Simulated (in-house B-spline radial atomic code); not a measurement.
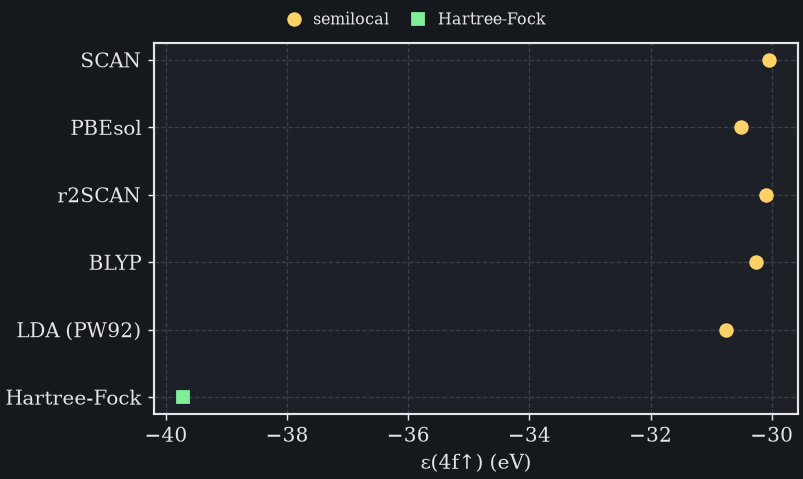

Pr³⁺ (Z = 59, 56 electrons) in the configuration [Xe] 4f2 (high spin). All runs are scalar-relativistic, spin-polarised and spherical, computed with an in-house B-spline radial code (spin-free X2C). Hartree-Fock is the average over the configuration. The plot shows the eigenvalue (eV) of the 4f up orbital by 6 methods.

### Rank the methods.

The deepest is Hartree-Fock (−39.7) and the shallowest SCAN (−30.0), a spread of 9.67 eV. In order (eV): Hartree-Fock (−39.7), LDA (PW92) (−30.8), PBEsol (−30.5), BLYP (−30.3), r2SCAN (−30.1), SCAN (−30.0). On the whole, exact exchange removes self-interaction and deepens occupied levels.
